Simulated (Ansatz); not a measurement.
## Electronic structure of O₂Ru (charge −1, doublet) in real space

Input

```
crystal:
  periodic: [false, false, false]
  atoms:
    - {symbol: Ru, position_ang: [-0.096950, 0.179005, -0.165304]}
    - {symbol: O, position_ang: [-1.458616, -0.721996, 0.281639]}
    - {symbol: O, position_ang: [1.555567, 0.542981, -0.116325]}
basis:
  gaussian: {orbitals: def2-TZVPD, initial_orbitals: start.molden}
total_charge: -1
magnetization: {spin_polarized: true, initial_magnetization: 1}
hamiltonian: {xc: pbe0, dispersion: d4}
output: {orbitals: {seedname: orbitals}}
```

Run with:

```sh
ansatz run in.yaml --threads 4 --pin off --events-out ev --progress --plain --max-ram 3916MiB
```

Geometry: PBE0-D4/def2-TZVPD; core potentials replace the inner electrons of Ru.

The calculation used UKS PBE0-D4/def2-TZVPD in Ansatz.

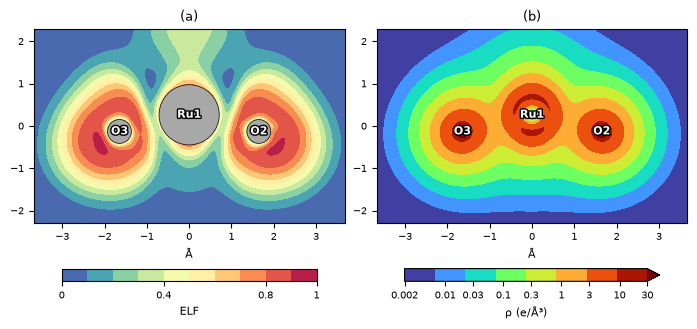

Figure 1. (a) electron localisation function; (b) electron density on the molecular plane. Grey discs cover the atomic cores in the ELF map.

> What do the fields say about this system?

- The section cuts through Ru and O sites.
- Ru–O (1.69 Å): ρ at the midpoint is about 1.8 e/Å³; the ELF peaks at about 0.80 in the valence shell of O, 0.5 Å from its nucleus, and drops to about 0.30 between the two atoms.

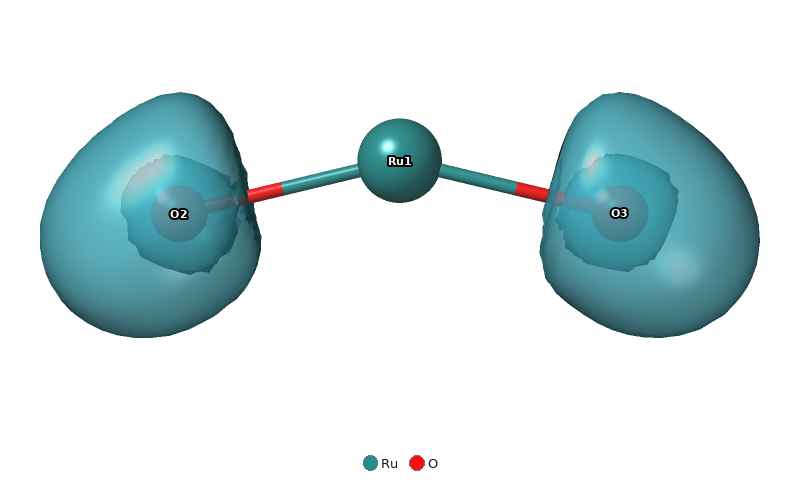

Figure 2. Isosurface of the ELF at 0.75 (cyan), seen across its widest extent. Core shells and regions of very low density are left out.

> What do the ELF domains correspond to?

The surface consists of two regions wrapped around O (the valence shell of each).

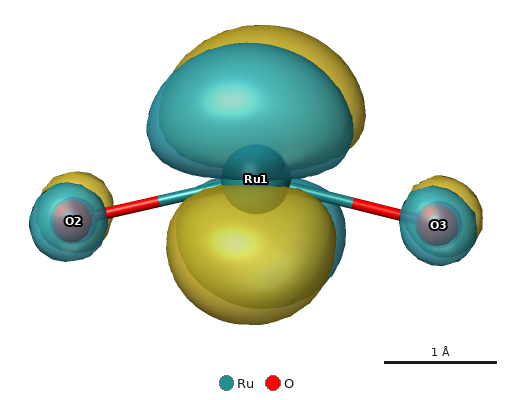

Figure 3. The HOMO−1 (β) at ±0.15 Å⁻³ᐟ² (yellow and cyan are the two phases), seen across its widest extent.

> Where does this orbital lie, and at what energy?

Its weight (Hirshfeld) is mainly on Ru1 (about 90 %). Its energy is −0.70 eV.

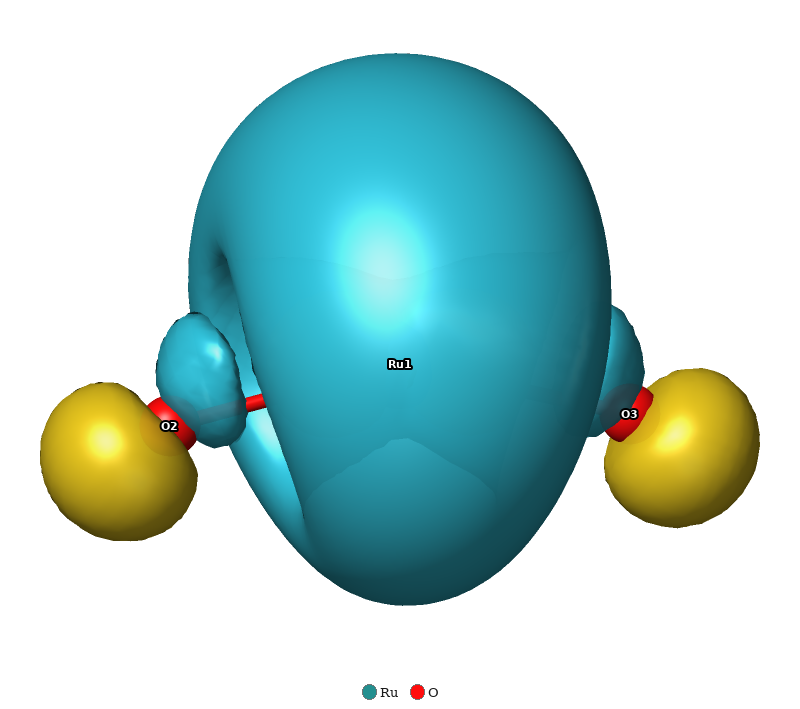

Figure 4. The HOMO (α) at ±0.1 Å⁻³ᐟ² (yellow and cyan are the two phases), seen at a tilt.

> Describe this orbital and give its energy.

Its weight (Hirshfeld) is mainly on Ru1 (about 85 %), O2 (about 5 %) and O3 (about 5 %). Its energy is −0.35 eV.
